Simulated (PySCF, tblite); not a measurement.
**C₅H₉ClOSi₂: geometry, infrared bands and NMR shifts**

Wanted: the infrared bands and NMR shifts of C₅H₉ClOSi₂ (`CC(=O)[Si@@]1(Cl)C=CC[SiH2]1`), by calculation.

The runs use tblite 0.8.0 and PySCF 2.14.0, with density-fitted response routines of our own; the level of theory stands in each step. All values are computed, except where a source is named. Atoms count from 0, in the outputs and in this text.

### Step 1. Starting geometry

18 atoms, charge 0, multiplicity 1; geometry from: force field or distance geometry start.

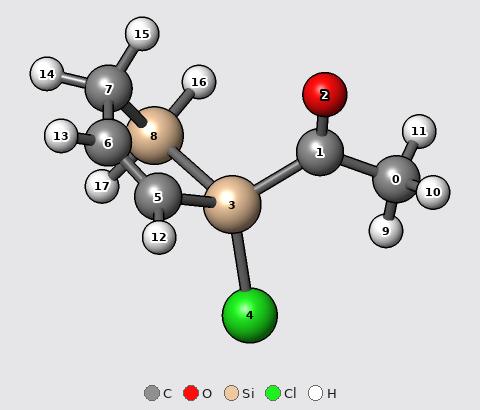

The starting geometry (carbon grey, oxygen red, silicon light orange, chlorine green, hydrogen white), atoms numbered.

### Step 2. Geometry optimisation with GFN2-xTB

What the job is given:

```
{"job": {"kind": "relax", "xc": "GFN2-xTB", "basis": "xTB"}, "charge": 0, "multiplicity": 1}
C      2.962600    -0.040400     0.657400
C      1.560200    -0.568600     0.460500
O      1.301000    -1.583100     1.107200
Si     0.438900     0.305900    -0.662100
Cl     1.371000     1.545100    -2.014100
C     -0.821200    -0.821900    -1.403400
C     -1.947100    -0.901200    -0.803000
C     -2.239000    -0.160000     0.414400
Si    -1.209400     1.394900     0.465200
H      3.096900     0.835000     0.025800
H      3.626900    -0.862700     0.344400
H      3.064300     0.205300     1.719000
H     -0.577700    -1.379900    -2.315800
H     -2.753100    -1.590100    -1.235300
H     -3.322800     0.136500     0.402700
H     -2.010400    -0.751400     1.350100
H     -0.787100     1.771300     1.811100
H     -1.762600     2.471600    -0.335500
```

The run is started by

```sh
> OMP_NUM_THREADS=1 python probes_run.py task.json out
```

The driver reads the jobs from task.json and runs them one after another.

**Question.** This job is followed by: GFN2-xTB harmonic vibrations, gas phase; GIAO PBE0/pcSseg-1 NMR shielding, non-relativistic, gas phase. What will the session give for the following? strongest single infrared mode (GFN2-xTB); zero-point energy (GFN2-xTB); ¹³C shifts against TMS (PBE0/pcSseg-1); ¹H shifts against TMS (PBE0/pcSseg-1, means over atoms taken as alike); ¹⁷O shifts against H2O (PBE0/pcSseg-1); ²⁹Si shifts against TMS (PBE0/pcSseg-1); ³⁵Cl shifts against HCl (PBE0/pcSseg-1); surface potential, least and greatest.

As calculated:

| quantity | value |
| --- | --- |
| strongest single infrared mode (GFN2-xTB) | 2211 cm⁻¹, 281 km/mol |
| zero-point energy (GFN2-xTB) | 77.3 kcal/mol |
| ¹³C shifts against TMS (PBE0/pcSseg-1) | 244.4, 163.4, 139.0, 41.1, 21.1 ppm |
| ¹H shifts against TMS (PBE0/pcSseg-1, means over atoms taken as alike) | 7.31, 6.25, 3.84, 3.76, 2.74, 2.15, 2.10 ppm |
| ¹⁷O shifts against H2O (PBE0/pcSseg-1) | 824.3 ppm |
| ²⁹Si shifts against TMS (PBE0/pcSseg-1) | -3.8, -75.2 ppm |
| ³⁵Cl shifts against HCl (PBE0/pcSseg-1) | -8 ppm |
| surface potential, least and greatest | -1.48 V and 1.13 V |

In words: The optimisation took 134 steps and gained 0.829 eV; among the close pairs (by a distance rule), C1–Si3 changed most, from 1.812 to 1.934 Å. No mode is imaginary among the 48: a minimum at this level. The strongest single mode, at 2211 cm⁻¹, moves mainly H17. GFN2-xTB is a fitted tight-binding method: band positions and strengths are rough. Its intensities can rank the bands wrongly. At PBE0/pcSseg-1: The widest tensor belongs to O2: span 1663 ppm, with a paramagnetic part of -890 ppm. At PBE0/pcSseg-1, counted by nearest atom on the grid, the HOMO lies on O2 46 %; C1 15 %, the LUMO on C1 33 %; O2 24 %.
